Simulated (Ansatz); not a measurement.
## Electronic structure of H3O···FH3Si (SMILES [OH3+].[SiH3]F) (charge +1) in real space

```xyz
9

O    -0.5111    0.1621   -2.0805
H     0.0432   -0.3233   -2.7133
H    -0.3052   -0.0656   -1.0747
H    -1.4511    0.0902   -2.3139
Si    0.4853    0.0589    1.7551
F    -0.0474   -0.3738    0.2089
H     0.2807   -1.1664    2.5428
H    -0.3891    1.1846    2.1261
H     1.8949    0.4332    1.5497
```

Geometry: PBE0-D4/def2-TZVP.

Theory: RKS PBE0-D4/def2-TZVPPD in Ansatz 0.2.0.

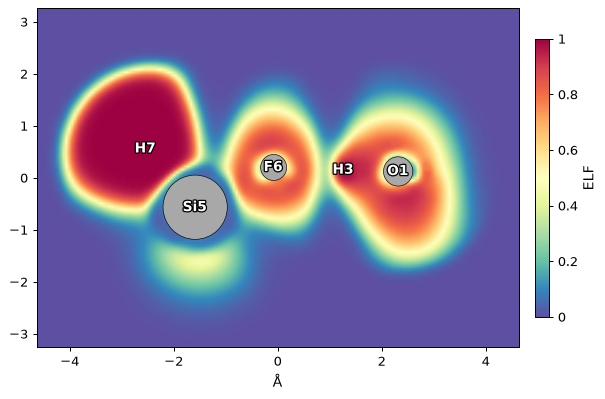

Figure 1. ELF on the plane of atoms F6, Si5 and H7. Grey discs cover the atomic cores.

Q: What does the map show?

A:
- The section cuts through O, H, Si and F sites.
- F6···H3 (1.35 Å): the ELF dips to about 0.30 between them.
- Si–F (1.69 Å): the ELF peaks at about 0.85 in the valence shell of F, 0.6 Å from its nucleus, and is about 0.55 at the midpoint.
- Si–H (1.47 Å): the ELF climbs to about 1 towards the hydrogen, as it does in any bond to H.
- The ELF also peaks beside O1 and F6, away from the bonds: lone-pair regions.

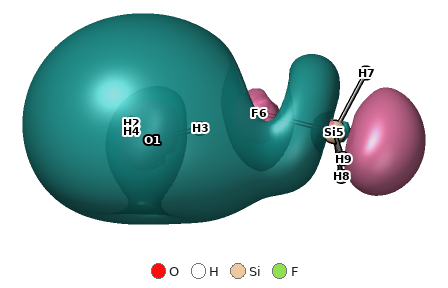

Figure 2. The LUMO at ±0.05 Å⁻³ᐟ² (teal and pink are the two phases), seen from one side.

Q: Describe this orbital and give its energy.

A: It lies mainly on H2 (about 30 %), H4 (about 30 %), O1 (about 20 %), Si5 (about 10 %) and H3 (about 10 %). Its energy is −5.67 eV.
